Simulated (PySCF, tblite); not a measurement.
**H13NOSi5, a small molecule taken as a stand-in for a surface group (silicon-backed Si): NMR shifts, core binding energies and electronic excitations**

What NMR shifts, core binding energies and electronic excitations should one expect for `N[SiH2]O[Si]([SiH3])([SiH3])[SiH3]`?

Programs: tblite 0.8.0 and PySCF 2.14.0. All values are calculated, for the isolated system unless a continuum is named. Atoms count from 0, parts from 1.

### 1 The system as given

20 atoms, charge 0, multiplicity 1; geometry: distance geometry start.

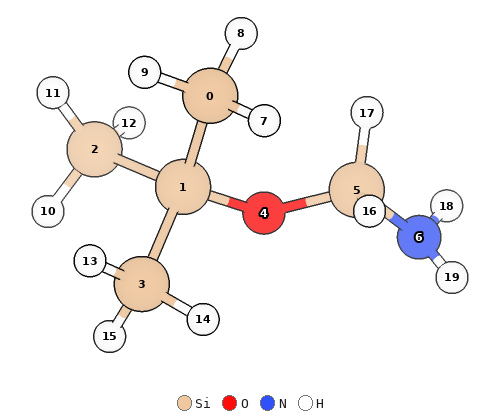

The starting geometry (silicon light orange, oxygen red, nitrogen blue, hydrogen white), atoms numbered.

### 2 Relaxing the cluster with GFN2-xTB

The job: settings as JSON, then the geometry in Å.

```
{"job": {"kind": "relax", "xc": "GFN2-xTB", "basis": "xTB"}, "charge": 0, "multiplicity": 1}
Si    -0.733471    -2.018271     1.343097
Si     0.041976    -0.716450    -0.264881
Si    -1.369294    -0.750844    -1.979847
Si     2.013418    -1.480222    -0.940132
O      0.231763     0.943636     0.343757
Si     0.259838     1.416496     2.055920
N      0.664129     3.153506     2.175216
H      0.199365    -2.053959     2.420016
H     -1.985052    -1.488883     1.845563
H     -0.943202    -3.343489     0.843667
H     -0.619757    -0.633550    -3.194902
H     -2.105405    -1.934620    -1.971310
H     -2.239980     0.357916    -1.851480
H      1.959548    -2.874381    -1.112156
H      3.005433    -1.168177     0.047828
H      2.395206    -0.847288    -2.138613
H      1.229012     0.622247     2.739740
H     -1.003752     1.180326     2.632249
H     -0.083388     3.789609     2.454606
H      1.572399     3.373796     2.610872
```

With the program's defaults for keys left out, this is: GFN2-xTB geometry optimisation, gas phase.

On the command line:

```bash
OMP_NUM_THREADS=1 python cluster_run.py task.json out
```

This one command runs all jobs of the session in turn.

**Question.** The jobs that follow are: PBE0-D3(BJ)/def2-SVP geometry optimisation, gas phase; GIAO PBE0/pcSseg-1 NMR shielding, non-relativistic, gas phase; delta-SCF UKS SCAN, pcX-2 on the ionised atom, pcseg-1 elsewhere, spin-free X2C; TDDFT CAM-B3LYP/def2-SVPD, vertical, gas phase, core orbitals frozen in the response. Predict: point group; rotational constants (main isotopes); $^{1}$H shifts against TMS (PBE0/pcSseg-1); $^{29}$Si shifts against TMS (PBE0/pcSseg-1); $^{17}$O shifts against H2O (PBE0/pcSseg-1); $^{15}$N shifts against NH3 (PBE0/pcSseg-1); surface potential, least and greatest; Si2p binding energies, SCAN/pcX-2 (standing for 4 of 5 atoms); O1s binding energies, SCAN/pcX-2; lowest singlet (CAM-B3LYP/def2-SVPD); brightest single state of those computed; lowest triplet; vertical ionisation energy (ΔSCF).

The runs gave:

```
                                                     quantity                                                                             value
                                                  point group                                                                                C1
                         rotational constants (main isotopes)                                                              1.04, 0.63, 0.62 GHz
                   $^{1}$H shifts against TMS (PBE0/pcSseg-1)  4.76, 4.69, 3.90, 3.88, 3.83, 3.79, 3.78, 3.77, 3.38, 3.36, 3.35, 1.25, 1.21 ppm
                 $^{29}$Si shifts against TMS (PBE0/pcSseg-1)                                           -12.8, -35.6, -98.9, -101.9, -105.5 ppm
                  $^{17}$O shifts against H2O (PBE0/pcSseg-1)                                                                          42.1 ppm
                  $^{15}$N shifts against NH3 (PBE0/pcSseg-1)                                                                          42.2 ppm
                        surface potential, least and greatest                                                                -0.82 V and 1.68 V
Si2p binding energies, SCAN/pcX-2 (standing for 4 of 5 atoms)                                 Si1 106.60, Si0 106.42, Si3 106.39, Si2 106.36 eV
                             O1s binding energies, SCAN/pcX-2                                                                      O4 537.25 eV
                         lowest singlet (CAM-B3LYP/def2-SVPD)                                                       5.71 eV (217 nm), f = 0.013
                     brightest single state of those computed                                                       state 5, 6.73 eV, f = 0.196
                                               lowest triplet                                                                           5.13 eV
                            vertical ionisation energy (ΔSCF)                                                                           9.14 eV
```

Over 16 steps the energy fell by 0.539 eV; of the close pairs, Si2–H11 changed most, 1.450 to 1.500 Å (PBE0/def2-SVP). At PBE0/pcSseg-1: Shielding is most anisotropic at Si1 (span 214 ppm, paramagnetic term -517 ppm). By nearest atom (PBE0/pcSseg-1), the HOMO sits on Si1, Si3 about 22 % each; O4 17 % and the LUMO on Si1 28 %; O4 14 %. The Si2p levels kept as sound span 0.23 eV, from Si2 (silicon bonded to Si, 3 H) up to Si1 (silicon bonded to O, 3 Si). Only 4 of the 5 Si atoms are covered by sound results. The first singlet state (HOMO→LUMO 0.95) lies at 5.71 eV and is weak; of the 6 states computed, the strongest absorption comes from states 5 to 6 together at 6.73 eV (the last computed, so partners may be missing). The lowest triplet lies 0.58 eV below the lowest singlet (triplets in Tamm-Dancoff, singlets in full TDDFT). ΔSCF puts the ionisation energy at 9.14 eV, 0.48 eV above −ε(HOMO). A capped cluster stands for the solid here, so long-range fields and strain are missing, and bands or shifts of the capping hydrogens have no counterpart in it.
